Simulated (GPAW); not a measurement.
# How the form of the self-energy moves the gap of AgBr (Fm-3m)

How much does the gap of AgBr (Fm-3m) depend on the approximation to the self-energy?

Method: PBE and many-body steps on it, plane waves, in GPAW 26.7.0.

The database entry behind the starting cell differs from later determinations by our own check (about 0.6 % short of the room-temperature cell), so it need not match the best structure at ambient conditions.

## (1) The starting structure

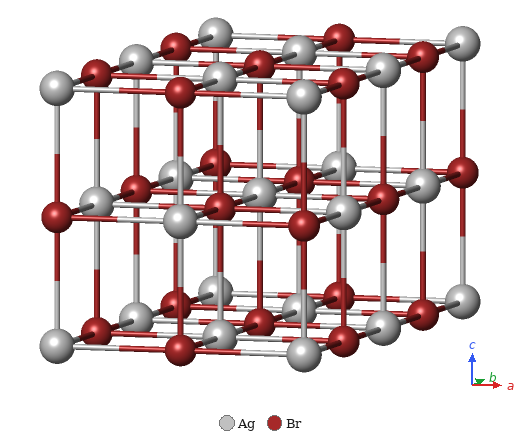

Start, viewed slightly off an axis; silver light grey, bromine red. 1×2×1 cells are drawn. This picture shows the conventional cell, with its axes. Some periodic images of atoms are drawn too.

Structure file:

```xyz
2
Lattice="0.0000 2.8702 2.8702 2.8702 0.0000 2.8702 2.8702 2.8702 0.0000" Properties=species:S:1:pos:R:3 pbc="T T T"
Ag    0.0000    0.0000    0.0000
Br    2.8702    2.8702    2.8702
```

The cell and positions come from the Crystallography Open Database and are kept as given unless a step says otherwise.

## (2) Empty states on the mesh, 6×6×6 mesh, 258 bands

This step: GPAW 26.7.0; DFT, PBE, plane waves, PAW.

The sums over transitions need many empty states on a uniform mesh; this step solves for them.

run.py reads:

```python
import json
import numpy as np
from gpaw.mpi import world
from gpaw import GPAW

calc = GPAW('gs.gpw').fixed_density(kpts={'size': (6, 6, 6), 'gamma': True},
    parallel={'domain': 1, 'band': 1},
    txt='nscf.txt')
calc.diagonalize_full_hamiltonian(nbands=258)
calc.write('full.gpw', mode='all')
res = {}
kpts = calc.get_ibz_k_points()
res['kpts'] = kpts
res['eigenvalues'] = [calc.get_eigenvalues(kpt=k) for k in range(len(kpts))]
res['n_electrons'] = calc.get_number_of_electrons()

if world.rank == 0:
    with open('result.json', 'w') as f:
        json.dump(res, f, default=lambda x: x.tolist())
```

Started as:

```console
> mpirun -n 4 gpaw python run.py
```

Numbers of over 12 decimals in the logs are rounded to 6 here.

Output:

```text
Diagonalizing LCAO Hamiltonian
Converting LCAO to pw mode
convergence criteria:
- Maximum integral of absolute [eigenst]ate change: 4e-08 eV^2 / valence electron
maximum number of iterations: 100

SCF iterations
|iter     |     time |      energy | eigst |  dens |
|iter:   1|  |             | +0.75 |       |
|iter:   2|  |             | -1.06 |       |
|iter:   3|  |             | -2.95 |       |
|iter:   4|  |             | -4.60 |       |
|iter:   5|  |             | -5.94 |       |
|iter:   6|  |             | -7.16 |       |
|iter:   7|  |             | -8.12c|       |
SCF steps: 7
  __  _  _
 | _ |_)|_||  |
 |__||  | ||/\| - 26.7.0

Input parameters:
  mode=PW(ecut=450.000000),
  convergence={'density': 1e-06, 'bands': -3},
  gpts=array([20, 20, 20]),
  kpts=MonkhorstPack(size=(6, 6, 6), gamma=True),
  maxiter=100,
  nbands=19,
  occupations=Occupations(name='fermi-dirac', width=0.001, fixmagmom=False),
  parallel={'domain': 1, 'band': 1},
  xc=XC(name='PBE')
Matrix size: 1013x1013
# Writing to full.gpw (mode='all')
  [... matrices ...]

timing:  # [seconds]
  Total: 5.719  # ━━━━━━━━━━━━━━━━━━━━━━━━━━━━━━━━━━━━━━━━━━━━━━━━━━━━━━━━━━━
```

It took 9.9 s on 4 MPI ranks of Arm Neoverse V1, shared host; peak memory 1.1 GiB; 39 s of CPU time.

This step gave:

| Quantity | Value |
| --- | --- |
| gap | 0.6548 eV |
| k of the valence top | 0.5, 0.5, 0.5 |
| k of the conduction bottom | 0, 0, 0 |
| least direct gap | 2.615 eV |
| k points computed | 16 |
| lowest point of the top converged band, above the valence top | 156.4810 eV |

On this mesh the gap is 0.655 eV.

## (3) G0W0, Godby-Needs plasmon pole

Now the one-shot GW correction: screening in the RPA, then the self-energy of the levels asked for.

This step: G0W0 with a vertex from the rALDA kernel on PBE, plane waves, PAW.

run.py reads:

```python
import json
import numpy as np
from gpaw.mpi import world
from gpaw.response.g0w0 import G0W0

gw = G0W0('full.gpw',
    filename='gw',
    kpts=[0, 15],
    bands=(10, 14),
    ecut=175,
    nbands=248,
    integrate_gamma='WS',
    ppa=True,
    xc='rALDA',
    fxc_mode=None,
    fxc_modes=['GWP', 'GWS', 'GWG'],
    do_GW_too=True)
gw.calculate()
res = {mode: {k: v for k, v in r.items() if k != 'sigma_eskwn'}
       for mode, r in gw.all_results.items()}

if world.rank == 0:
    with open('result.json', 'w') as f:
        json.dump(res, f, default=lambda x: x.tolist())
```

Started as:

```console
> mpirun -n 4 gpaw python run.py
```

Output:

```text
Using integrator: PointIntegrator
FrequencyGridDescriptor(from 0.000+0.000j to 0.000+27.211j eV, 2 points)
Nonperiodic BCs:  [False False False]
Using integrator: PointIntegrator
FrequencyGridDescriptor(from 0.000+0.000j to 0.000+27.211j eV, 2 points)
Nonperiodic BCs:  [False False False]
  ___  _ _ _
 |   || | | |
 | | || | | |
 |__ ||_____|
 |___|

BZ k-points: Symmetries present (total): 48

  [... matrices ...]
216 k-points: 6 x 6 x 6 Monkhorst-Pack grid + [1/12,1/12,1/12]
16 k-points in the irreducible part of the Brillouin zone
       k-points in crystal coordinates                weights
   0:     0.00000000    0.00000000    0.00000000          1/216
   1:     0.16666667    0.16666667    0.00000000          6/216
   2:     0.16666667    0.16666667    0.16666667          8/216
   3:     0.33333333    0.16666667    0.16666667         12/216
   4:     0.33333333    0.33333333   -0.33333333         12/216
   5:     0.33333333    0.33333333    0.00000000          6/216
   6:     0.33333333    0.33333333    0.16666667         24/216
   7:     0.33333333    0.33333333    0.33333333          8/216
   8:     0.50000000    0.33333333   -0.33333333         24/216
   9:     0.50000000    0.33333333   -0.16666667         12/216
          ...
  15:     0.50000000    0.50000000    0.50000000          4/216

Distributing spins, k-points and bands (1 x 2 x 4) over 4 processes
Number of blocks: 1

Quasi particle states:
k-points (IBZ indices): [0, 15]
Band range: (10, 14)
  [... matrices ...]
Computational parameters:
Plane wave cut-off: 175 eV
Number of bands: 248
Coulomb cutoff: None
Broadening: 0.1 eV

fxc modes: GW, GWG, GWP, GWS
Kernel: rALDA
Using Godby-Needs plasmon-pole approximation:
  Fitting energy: i*E0, E0 = 1.000 Hartree
Summing all q:

Calculating screened Coulomb potential
No Coulomb truncation
FrequencyGridDescriptor(from 0.000+0.000j to 0.000+27.211j eV, 2 points)
Removing empty qpoint cache files...

Calculating chi0 body with:
    Ground state adapter containing:
    Number of spins: 1
    Number of kpoints: 216
    Number of irreducible kpoints: 16
    Number of completely occupied states: 12
    Number of partially occupied states: 12
    Occupied states memory: 1.46484375 M / cpu

    Linear response parametrization:
    q_c: [1.3877787807814457e-17, 1.3877787807814457e-17, 1.3877787807814457e-17]
    Number of frequency points: 2
    Planewave cutoff: 175.0
    Number of bands: 248
    Number of planewaves: 259
    Broadening (eta): 1e-06
    comm.size: 4
    kncomm.size: 4
    blockcomm.size: 1

    Memory estimate of potentially large arrays:
        chi0_wGG: 2.047150 M / cpu
Integrating chi0 body.

Symmetries of q_c:
    Direct symmetries (Uq -> q): 48
    Indirect symmetries (TUq -> q): 0
In total 48 allowed symmetries.

  [... matrices ...]
16 groups of equivalent kpoints. 92.592593% reduction.

Integral kind: response function
Integrating chi0 head and wings.

Symmetries of q_c:
    Direct symmetries (Uq -> q): 48
    Indirect symmetries (TUq -> q): 0
In total 48 allowed symmetries.

  [... matrices ...]
16 groups of equivalent kpoints. 92.592593% reduction.

Integral kind: response function wings
Calculating rALDA kernel at 175.0 eV cutoff
q point 0 complete
q point 1 complete
q point 2 complete
q point 3 complete
q point 4 complete
q point 5 complete
q point 6 complete
q point 7 complete
q point 8 complete
q point 9 complete
q point 10 complete
[... the further q-points ...]

Results:
f:      Occupation numbers
eps:     KS-eigenvalues [eV]
vxc:     KS vxc [eV]
exx:     Exact exchange [eV]
sigma:   Self-energies [eV]
dsigma:  Self-energy derivatives
Z:       Renormalization factors
qp:      QP-energies [eV]

k-point 0 (0): (0.000, 0.000, 0.000)                GWP
band       f     eps     vxc     exx   sigma  dsigma       Z      qp
                                                                  GWP
  10   1.000   2.213 -16.235 -19.686   2.207  -0.258   0.795   1.223
  11   1.000   2.213 -16.235 -19.686   2.207  -0.258   0.795   1.223
  12   0.000   4.828 -12.694  -8.782  -3.754  -0.223   0.818   4.956
  13   0.000  14.096 -13.102  -8.186  -4.545  -0.211   0.825  14.402
                                                                  GWS
  10   1.000   2.213 -16.235 -19.686   2.624  -0.240   0.807   1.545
  11   1.000   2.213 -16.235 -19.686   2.624  -0.240   0.807   1.545
[...]
GWG
[...]
GW
[...]
k-point 1 (15): (0.500, 0.500, 0.500)                GWP
band       f     eps     vxc     exx   sigma  dsigma       Z      qp
                                                                  GWP
[...]
GWS
[...]
GWG
[...]
GW
[...]
11   1.000   4.173 -24.275 -28.441   3.363  -0.256   0.796   3.533
  12   0.000   7.885  -9.994  -6.010  -3.848  -0.191   0.840   8.000
  13   0.000  10.753 -16.333 -10.194  -5.095  -0.224   0.817  11.606
```

The job ended after 18 min (4 MPI ranks; peak memory 3.5 GiB; 70 min of CPU time).

This step gave:

```yaml
gap_with_the_vertex_in_the_polarisability: 1.380 eV
gap_with_the_vertex_in_the_self_energy: 1.882 eV
gap_with_the_vertex_in_both: 1.742 eV
g0w0_gap_on_the_points_computed: 1.545 eV
least_direct_g0w0_gap_on_the_computed_points: 3.872 eV
z_at_the_valence_top: 0.7963
z_at_the_conduction_bottom: 0.8257
starting_gap_on_the_mesh: 0.6548 eV
k_of_the_valence_top: 0.5, 0.5, 0.5
k_of_the_conduction_bottom: 0, 0, 0
```

The gap on the mesh goes from 0.65 eV to 1.55 eV, a correction of +0.89 eV.

## (4) G0W0 with rALDA vertex

run.py, as its differences from that of step 3:

```diff
@@ -9,4 +9,4 @@
     bands=(10, 14),
-    ecut=175,
-    nbands=248,
+    ecut=105,
+    nbands=115,
     integrate_gamma='WS',
@@ -14,5 +14,3 @@
     xc='rALDA',
-    fxc_mode=None,
-    fxc_modes=['GWP', 'GWS', 'GWG'],
-    do_GW_too=True)
+    fxc_mode='GWG')
 gw.calculate()
```

Started as:

```console
> mpirun -n 4 gpaw python run.py
```

Output:

```text
Using integrator: PointIntegrator
FrequencyGridDescriptor(from 0.000+0.000j to 0.000+27.211j eV, 2 points)
Nonperiodic BCs:  [False False False]
Using integrator: PointIntegrator
FrequencyGridDescriptor(from 0.000+0.000j to 0.000+27.211j eV, 2 points)
Nonperiodic BCs:  [False False False]
  ___  _ _ _
 |   || | | |
 | | || | | |
 |__ ||_____|
 |___|

BZ k-points: Symmetries present (total): 48

  [... matrices ...]
216 k-points: 6 x 6 x 6 Monkhorst-Pack grid + [1/12,1/12,1/12]
16 k-points in the irreducible part of the Brillouin zone
       k-points in crystal coordinates                weights
   0:     0.00000000    0.00000000    0.00000000          1/216
   1:     0.16666667    0.16666667    0.00000000          6/216
   2:     0.16666667    0.16666667    0.16666667          8/216
[...]
9:     0.50000000    0.33333333   -0.16666667         12/216
          ...
  15:     0.50000000    0.50000000    0.50000000          4/216

Distributing spins, k-points and bands (1 x 2 x 4) over 4 processes
Number of blocks: 1

Quasi particle states:
k-points (IBZ indices): [0, 15]
Band range: (10, 14)
  [... matrices ...]
Computational parameters:
Plane wave cut-off: 105 eV
Number of bands: 115
Coulomb cutoff: None
Broadening: 0.1 eV

fxc modes: GWG
Kernel: rALDA
Using Godby-Needs plasmon-pole approximation:
  Fitting energy: i*E0, E0 = 1.000 Hartree
Summing all q:

Calculating screened Coulomb potential
No Coulomb truncation
FrequencyGridDescriptor(from 0.000+0.000j to 0.000+27.211j eV, 2 points)
Removing empty qpoint cache files...

Calculating chi0 body with:
    Ground state adapter containing:
    Number of spins: 1
    Number of kpoints: 216
    Number of irreducible kpoints: 16
    Number of completely occupied states: 12
[...]
Linear response parametrization:
    q_c: [1.3877787807814457e-17, 1.3877787807814457e-17, 1.3877787807814457e-17]
    Number of frequency points: 2
    Planewave cutoff: 105.0
    Number of bands: 115
    Number of planewaves: 113
    Broadening (eta): 1e-06
    comm.size: 4
    kncomm.size: 4
    blockcomm.size: 1

    Memory estimate of potentially large arrays:
        chi0_wGG: 0.389679 M / cpu
Integrating chi0 body.

Symmetries of q_c:
    Direct symmetries (Uq -> q): 48
    Indirect symmetries (TUq -> q): 0
In total 48 allowed symmetries.

  [... matrices ...]
16 groups of equivalent kpoints. 92.592593% reduction.

Integral kind: response function
Integrating chi0 head and wings.

Symmetries of q_c:
    Direct symmetries (Uq -> q): 48
    Indirect symmetries (TUq -> q): 0
In total 48 allowed symmetries.

  [... matrices ...]
16 groups of equivalent kpoints. 92.592593% reduction.

Integral kind: response function wings
Calculating rALDA kernel at 105.0 eV cutoff
q point 0 complete
q point 1 complete
q point 2 complete
[...]
q point 9 complete
q point 10 complete
[... the further q-points ...]

Results:
f:      Occupation numbers
eps:     KS-eigenvalues [eV]
vxc:     KS vxc [eV]
exx:     Exact exchange [eV]
sigma:   Self-energies [eV]
dsigma:  Self-energy derivatives
Z:       Renormalization factors
qp:      QP-energies [eV]

k-point 0 (0): (0.000, 0.000, 0.000)                GWG
band       f     eps     vxc     exx   sigma  dsigma       Z      qp
                                                                  GWG
  10   1.000   2.213 -16.235 -19.686   2.758  -0.249   0.800   1.657
  11   1.000   2.213 -16.235 -19.686   2.758  -0.249   0.800   1.657
  12   0.000   4.828 -12.694  -8.782  -3.070  -0.196   0.836   5.531
[...]
k-point 1 (15): (0.500, 0.500, 0.500)                GWG
band       f     eps     vxc     exx   sigma  dsigma       Z      qp
                                                                  GWG
[...]
12   0.000   7.885  -9.994  -6.010  -3.280  -0.185   0.844   8.480
  13   0.000  10.753 -16.333 -10.194  -4.628  -0.295   0.772  11.919
```

Wall time 2.7 min (4 MPI ranks); peak memory 2.1 GiB; 11 min of CPU time.

This step gave:

| Item | Value |
| --- | --- |
| quasiparticle gap on the points computed | 1.733 eV |
| least direct quasiparticle gap on the computed points | 3.874 eV |
| Z at the valence top | 0.8017 |
| Z at the conduction bottom | 0.8361 |
| starting gap on the mesh | 0.6548 eV |
| k of the valence top | 0.5, 0.5, 0.5 |
| k of the conduction bottom | 0, 0, 0 |

Against G0W0 in GPAW (6×6×6 mesh, 248 bands, screening to 175 eV, Godby-Needs plasmon pole), the gap moves by +0.187 eV.

## (5) Side by side

Times are wall times on 4 MPI ranks of Arm Neoverse V1, shared host, good to a factor of about two.

```csv
run,mesh,bands,screening cutoff (eV),DFT gap (eV),gap on the mesh (eV),direct (eV),time
"G0W0, Godby-Needs plasmon pole",6×6×6,248,175,0.655,1.545,3.872,18 min
G0W0 with rALDA vertex,6×6×6,115,105,0.655,1.733,3.874,2.7 min
```

## (6) Results

| Quantity | Value |
| --- | --- |
| G0W0, Godby-Needs plasmon pole | 1.545 eV |
| G0W0 with rALDA vertex | 1.733 eV |
| known limits | not at the basis limit; d shell near the gap, gap tends to lie low; no spin-orbit coupling |

What this shows: G0W0 with rALDA vertex: +0.187 eV against G0W0, Godby-Needs plasmon pole, at other bands or cutoff, so not like for like. With the rALDA kernel as a vertex the gap is 1.38 eV (in the polarisability), 1.88 eV (in the self-energy) and 1.74 eV (in both), against 1.55 eV without. Bands and cutoff are finite, so the gap is not at the basis limit. The miss can reach some tenths of an eV and take either sign; the mesh is an error of its own. These stock PAW sets were not made for GW; the filled d or f shell of Br lies in the frozen core, which bears on start and correction. In the G0W0 runs levels were corrected at 2 k points alone, so a gap called «on the mesh» is the least over those, and an edge elsewhere would be missed. A d shell, filled or nearly so, lies near the gap. One-shot GW converges very slowly in bands there, not always from below, and on a semilocal start the gap tends to come out low; starts rich in exact exchange can overshoot instead. The many-body steps are scalar-relativistic: spin-orbit coupling is not in them.

[Paths, hosts, dates, memory and timing lines, banners, echoed tables and standing remarks are left out of the program output.]

[Logs are printed without paths, hosts, clocks, repeated set-up lines and the standing remarks that a program may print on its own settings, such as how far it seeks lower states.]

[Runs of the session that timed out or met a known fault of the program may be left out.]

[Hosts, paths, dates, database ids (printed as entryN), source tags and the programs' standing remarks are cut or masked in the printed files.]
